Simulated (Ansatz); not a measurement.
**One shape, several levels: triplet BNH3F3**

Wanted: a comparison of 4 runs (U-r2SCAN0/cc-pVDZ, U-revPBE/cc-pVDZ, UB2PLYP/cc-pVDZ, RPA@PBE0/cc-pVDZ) of triplet BNH3F3. 

Program for the calculation: Ansatz 0.2.0.

83 further runs of the same task are left out: 83 set aside as unsound or not needed.

**1. The structure to begin with**

BNH3F3 has 8 atoms, charge 0, and is taken as a triplet. As SMILES of the parent species, `[NH3+][B-](F)(F)F`. Geometry: relaxed at PBE0-D4/def2-TZVP. That shape belongs to the parent species and isn't relaxed for this state.

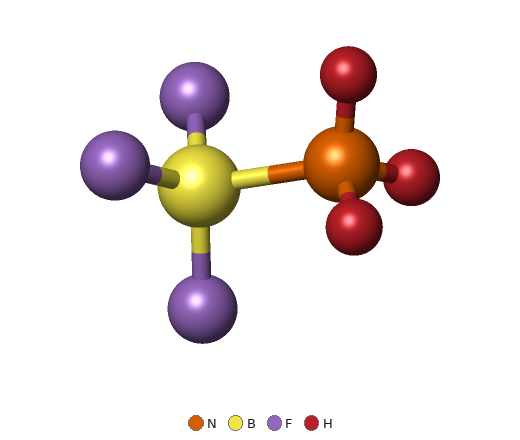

The structure, seen from a chosen angle (nitrogen orange, boron yellow, fluorine purple, hydrogen red).

**2. A single-point energy at U-r2SCAN0/cc-pVDZ (run 1)**

File input.yaml:

```yaml
basis:
  gaussian:
    orbitals: cc-pVDZ
crystal:
  periodic: [false, false, false]
  atoms:
    - symbol: N
      position_ang: [-0.501800, -0.052400, 0.645700]
    - symbol: B
      position_ang: [0.531500, 0.038700, -0.668100]
    - symbol: F
      position_ang: [1.521100, -0.860400, -0.378100]
    - symbol: F
      position_ang: [-0.251400, -0.312100, -1.733900]
    - symbol: F
      position_ang: [0.943600, 1.343300, -0.679400]
    - symbol: H
      position_ang: [-1.280300, 0.587300, 0.522000]
    - symbol: H
      position_ang: [-0.006300, 0.194600, 1.496700]
    - symbol: H
      position_ang: [-0.864300, -0.996100, 0.739300]
magnetization:
  spin_polarized: true
  initial_magnetization: 2
accuracy: high
output:
  orbitals: {seedname: orbitals}
hamiltonian:
  xc: {name: r2SCAN0}
```

Started as:

```sh
$ ansatz run input.yaml --threads 1 --pin off --max-ram 3480MiB --events-out events.jsonl --progress --plain --runs-dir runs
```

Log:

```text
Warning: RAYON_NUM_THREADS=1 ignored (pool sized by the plan → 1); use --threads N
Functional definition: r2SCAN0
  name "r2SCAN0"
  parameter a = 0.25
  parameter k0 = 0.174
  parameter k1 = 0.065
  parameter a1 = 4.9479
  exchange = (1 - a)*r2scan_x(k0 = k0, k1 = k1, a1 = a1) + a*exact_x
  correlation = r2scan_c
1941 factors; integrals over basis functions are off by at most 3.2e-9 eV
mean field evaluation 1: about -10354.1255 eV, gradient 2.7e1 eV
mean field evaluation 2: about -10354.2387 eV, gradient 2.7e1 eV
mean field evaluation 4: about -10356.7506 eV, gradient 1.1e0 eV
mean field evaluation 8: about -10357.0322 eV, gradient 1.8e-1 eV
mean field evaluation 16: about -10357.0325 eV, gradient 3.6e-4 eV
mean field evaluation 32: about -10357.0325 eV, gradient 8.7e-8 eV
mean field -10357.03249947 eV, -380.6139241066 hartree, gradient 8.7e-8 eV, S^2 2.009187; 2 other end points of the search recorded, 0 dependent functions left out
reference -10357.03250085 eV, -380.6139241574 hartree; 22, 20 occupied and 63, 65 virtual orbitals, 1941 factors
Total energy: -10357.03250085 eV, -380.6139241574 hartree
```

Run time: 41 s. Hardware: 1 thread of Arm Neoverse V1, shared host; peak memory 0.53 GiB.

**3. A single-point energy at U-revPBE/cc-pVDZ (run 2)**

File molecule.yaml:

```yaml
crystal:
  periodic: [false, false, false]
  atoms:
    - symbol: "N"
      position_ang: [-0.501800, -0.052400, 0.645700]
    - symbol: B
      position_ang: [0.531500, 0.038700, -0.668100]
    - symbol: F
      position_ang: [1.521100, -0.860400, -0.378100]
    - symbol: F
      position_ang: [-0.251400, -0.312100, -1.733900]
    - symbol: F
      position_ang: [0.943600, 1.343300, -0.679400]
    - symbol: H
      position_ang: [-1.280300, 0.587300, 0.522000]
    - symbol: H
      position_ang: [-0.006300, 0.194600, 1.496700]
    - symbol: H
      position_ang: [-0.864300, -0.996100, 0.739300]
basis:
  gaussian:
    orbitals: cc-pVDZ
magnetization:
  spin_polarized: true
  initial_magnetization: 2
hamiltonian:
  xc: {name: revPBE}
accuracy: high
output: {orbitals: {seedname: orbitals}}
```

Started as:

```sh
$ ansatz run molecule.yaml --threads 1 --pin off --max-ram 3480MiB --events-out events.jsonl --progress --plain --runs-dir runs
```

Log:

```text
Warning: RAYON_NUM_THREADS=1 ignored (pool sized by the plan → 1); use --threads N
Functional definition: revPBE
  name "revPBE"
  parameter kappa = 1.245
  parameter beta = 0.06672455060314922
  exchange = pbe_x(kappa = kappa, mu = beta*pi^2/3)
  correlation = pbe_c(beta = beta)
1941 factors; integrals over basis functions are off by at most 3.2e-9 eV
mean field evaluation 1: about -10352.9016 eV, gradient 4.0e1 eV
mean field evaluation 2: about -10325.8597 eV, gradient 7.6e1 eV
mean field evaluation 4: about -10358.3285 eV, gradient 1.9e1 eV
mean field evaluation 8: about -10359.7444 eV, gradient 2.4e0 eV
mean field evaluation 16: about -10359.7543 eV, gradient 2.7e-3 eV
mean field evaluation 32: about -10356.8375 eV, gradient 1.5e1 eV
mean field evaluation 64: about -10359.6229 eV, gradient 1.6e0 eV
mean field -10359.75433232 eV, -380.7139496190 hartree, gradient 8.8e-8 eV, S^2 2.002225; 6 other end points of the search recorded, 0 dependent functions left out
reference -10359.75433666 eV, -380.7139497787 hartree; 22, 20 occupied and 63, 65 virtual orbitals, 1941 factors
Total energy: -10359.75433666 eV, -380.7139497787 hartree
```

Wall time 17 s (1 thread of Arm Neoverse V1, shared host); peak memory 0.28 GiB.

**4. A single-point energy at UB2PLYP/cc-pVDZ (run 3)**

File run.yaml:

```yaml
crystal:
  periodic: [false, false, false]
  atoms:
    - {symbol: N, position_ang: [-0.501800, -0.052400, 0.645700]}
    - {symbol: B, position_ang: [0.531500, 0.038700, -0.668100]}
    - {symbol: F, position_ang: [1.521100, -0.860400, -0.378100]}
    - {symbol: F, position_ang: [-0.251400, -0.312100, -1.733900]}
    - {symbol: F, position_ang: [0.943600, 1.343300, -0.679400]}
    - {symbol: H, position_ang: [-1.280300, 0.587300, 0.522000]}
    - {symbol: H, position_ang: [-0.006300, 0.194600, 1.496700]}
    - {symbol: H, position_ang: [-0.864300, -0.996100, 0.739300]}
basis:
  gaussian: {orbitals: cc-pVDZ}
magnetization: {spin_polarized: true, initial_magnetization: 2}
hamiltonian: {xc: {name: B2PLYP}}
correlation: {frozen_orbitals: {B: 1, F: 1, H: 0, "N": 1}}
accuracy: high
output: {orbitals: {seedname: orbitals}}
```

Started as:

```sh
$ ansatz run run.yaml --threads 1 --pin off --max-ram 3480MiB --events-out events.jsonl --progress --plain --runs-dir runs
```

Log (excerpt; [...] marks lines left out):

```text
Warning: RAYON_NUM_THREADS=1 ignored (pool sized by the plan → 1); use --threads N
Functional definition: B2PLYP
  name "B2PLYP"
[...]
1941 factors; integrals over basis functions are off by at most 3.2e-9 eV
[...]
mean field -10347.06887616 eV, -380.2477677037 hartree, gradient 8.5e-8 eV, S^2 2.009996; 0 other end points of the search recorded, 0 dependent functions left out
5 core orbitals not correlated: weight in the atoms' cores, before any rotation towards them, 1.000 or more for the frozen orbitals, at most 0.000 for the correlated occupied ones
reference -10347.06889993 eV, -380.2477685773 hartree; 17, 15 occupied and 63, 65 virtual orbitals, 1941 factors
second order -27.62426164 eV of doubles, -0.00000000 eV of singles
Total energy: -10354.52745057 eV, -380.5218652578 hartree
```

Run time: 18 s. Hardware: 1 thread of Arm Neoverse V1, shared host; peak memory 0.39 GiB.

**5. A single-point energy at RPA@PBE0/cc-pVDZ (run 4)**

File job.yaml:

```yaml
crystal:
  periodic: [false, false, false]
  atoms:
    - {symbol: "N", position_ang: [-0.501800, -0.052400, 0.645700]}
    - {symbol: B, position_ang: [0.531500, 0.038700, -0.668100]}
    - {symbol: F, position_ang: [1.521100, -0.860400, -0.378100]}
    - {symbol: F, position_ang: [-0.251400, -0.312100, -1.733900]}
    - {symbol: F, position_ang: [0.943600, 1.343300, -0.679400]}
    - {symbol: H, position_ang: [-1.280300, 0.587300, 0.522000]}
    - {symbol: H, position_ang: [-0.006300, 0.194600, 1.496700]}
    - {symbol: H, position_ang: [-0.864300, -0.996100, 0.739300]}
basis:
  gaussian:
    orbitals: cc-pVDZ
total_charge: 0
magnetization:
  spin_polarized: true
  initial_magnetization: 2
hamiltonian:
  xc: pbe0
correlation:
  method: rpa
  frozen_orbitals: {B: 1, F: 1, H: 0, "N": 1}
accuracy: high
```

Started as:

```sh
$ ansatz run job.yaml --threads 1 --pin off --max-ram 3480MiB --events-out events.jsonl --progress --plain --runs-dir runs
```

Log (excerpt; [...] marks lines left out):

```text
Warning: RAYON_NUM_THREADS=1 ignored (pool sized by the plan → 1); use --threads N
Functional definition: PBE0
  name "PBE0"
[...]
1941 factors; integrals over basis functions are off by at most 3.2e-9 eV
[...]
mean field -10352.52092403 eV, -380.4481267675 hartree, gradient 7.9e-8 eV, S^2 2.005679; 7 other end points of the search recorded, 0 dependent functions left out
5 core orbitals not correlated: weight in the atoms' cores, before any rotation towards them, 1.000 or more for the frozen orbitals, at most 0.000 for the correlated occupied ones
reference -10313.72912441 eV, -379.0225544253 hartree; 17, 15 occupied and 63, 65 virtual orbitals, 1941 factors
Total energy: -10345.58709747 eV, -380.1933133412 hartree
```

It took 35 s on 1 thread of Arm Neoverse V1, shared host; peak memory 0.51 GiB.

**6. Overview of the runs**

```csv
run,level,frozen core orbitals,energy (Eh),HOMO energy (eV),⟨S²⟩,wall time
1,U-r2SCAN0/cc-pVDZ,–,-380.613924,-2.05,2.009,41 s
2,U-revPBE/cc-pVDZ,–,-380.713950,-0.85,2.002,17 s
3,UB2PLYP/cc-pVDZ,5,-380.521865,-2.57,2.010,18 s
4,RPA@PBE0/cc-pVDZ,5,-380.193313,–,2.006,35 s
```

**7. Summary of results**

| quantity | value |
| --- | --- |
| run 4: total energy | -380.19331 Eh |
| run 4: RPA correlation energy (valence) | -1170.8 mEh |
| run 4: ⟨S²⟩ of the reference determinant | 2.006 |

Totals of different functionals can't be ranked against each other. All runs together took 1.8 min, the longest 41 s.
